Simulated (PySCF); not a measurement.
Consider C6H10N2O2Si (SiEt2(NCO)2).

Input

```
{"job": {"kind": "nmr", "xc": "PBE0", "basis": "pcSseg-1"}, "charge": 0, "multiplicity": 1}
Si     0.070681    -0.000413     0.070352
C     -0.108010    -0.068907     1.924885
C     -1.551328    -0.058985     2.419940
H      0.453558     0.786967     2.339648
H      0.420324    -0.973571     2.274261
H     -1.603778    -0.102522     3.518427
H     -2.079100     0.852479     2.099077
H     -2.115997    -0.919071     2.027803
C      1.830830    -0.043402    -0.542478
C      1.963372     0.014955    -2.061875
H      2.298035    -0.960485    -0.142323
H      2.365125     0.799721    -0.069958
H      3.016771    -0.016094    -2.379016
H      1.448005    -0.831417    -2.541640
H      1.523136     0.939202    -2.466893
N     -0.682646     1.441918    -0.513222
C     -1.252494     2.370348    -1.008840
O     -1.799191     3.286498    -1.484072
N     -0.789707    -1.329626    -0.623858
C     -1.470367    -2.169891    -1.137084
O     -2.123949    -3.001714    -1.632714
```

Command:

```sh
OMP_NUM_THREADS=2 python probes_run.py task.json out
```

Geometry: PBE0-D3(BJ)/def2-SVP.

All numbers below come from PBE0/pcSseg-1, SCF density, gas phase, non-relativistic (PySCF 2.14.0).

### Predict the electron density and electron localisation function between the atoms.

C–O (1.17 Å): the density is about 3.5 e/Å³ at the midpoint; the ELF peaks at about 0.85 between the atoms; a short, multiple covalent bond.
C–N (1.20 Å): the density is about 3 e/Å³ at the midpoint; the ELF peaks at about 0.85 between the atoms: a short, multiple covalent bond.
Si–N (1.73 Å): ρ at the midpoint is about 0.98 e/Å³; the ELF peaks at about 0.90 between the atoms, as expected for a shared but strongly polarised pair.

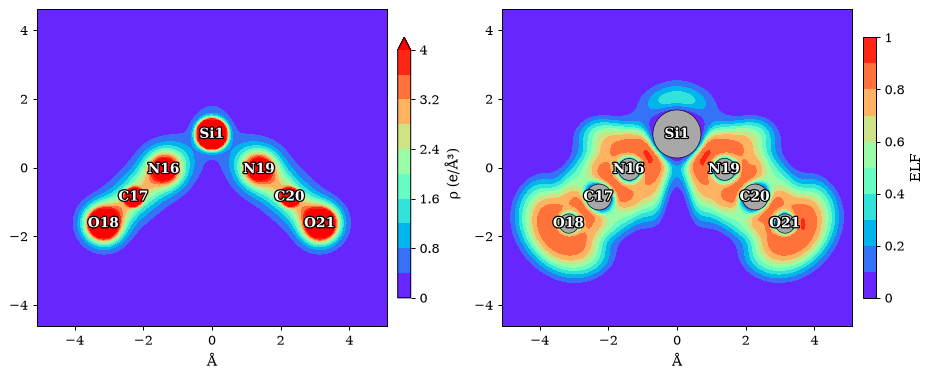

Computed electron density and electron localisation function on the plane of atoms N16, Si1 and N19, in this order. Grey discs cover the atomic cores in the ELF map. 
